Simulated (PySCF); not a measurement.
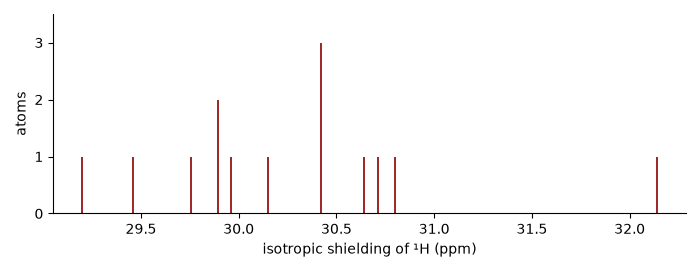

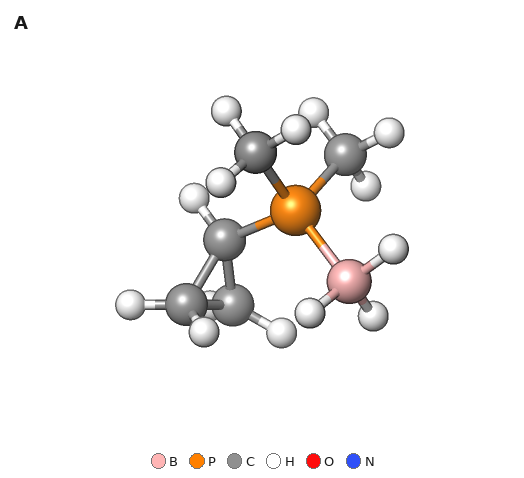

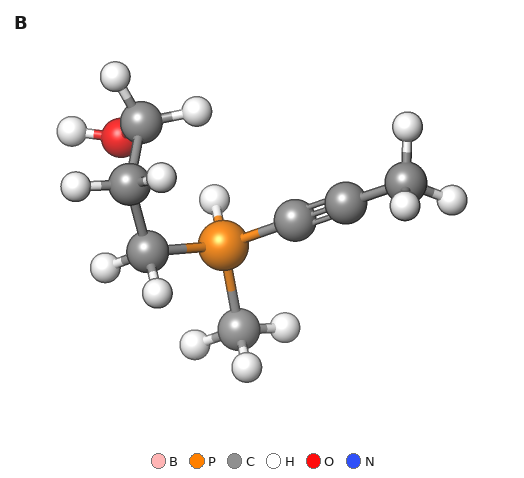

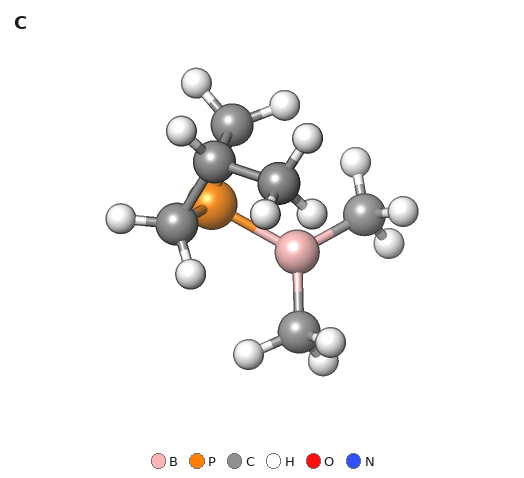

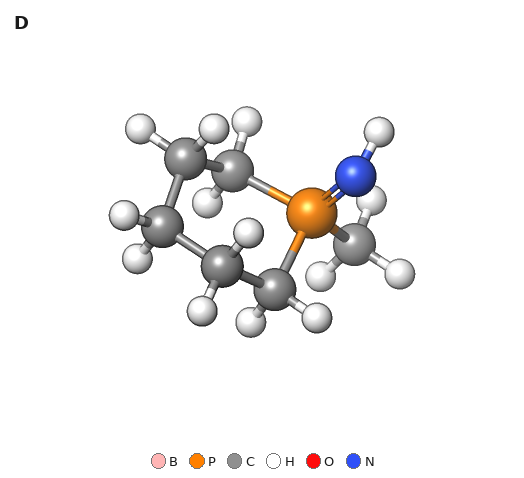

The sticks are computed shieldings of one of the molecules, for one fixed geometry (GFN2-xTB) without averaging over rotations. Low shielding means a high chemical shift. Method: GIAO PBE0/pcSseg-1 NMR shielding, non-relativistic, gas phase (PySCF 2.14.0).

Which molecule gives this pattern?

Answer. D, `CP1(=N)CCCCC1`. Its 14 H atoms give lines at 29.20, 29.46, 29.76, 29.89 (2 atoms), 29.96, 30.15, 30.42 (3 atoms), 30.64, 30.71, 30.80, 32.14 ppm.

The geometry is semi-empirical. Around B, P such bond lengths and angles can be off by a tenth of an ångström or more and by several degrees, and values that hang on the shape move with them.
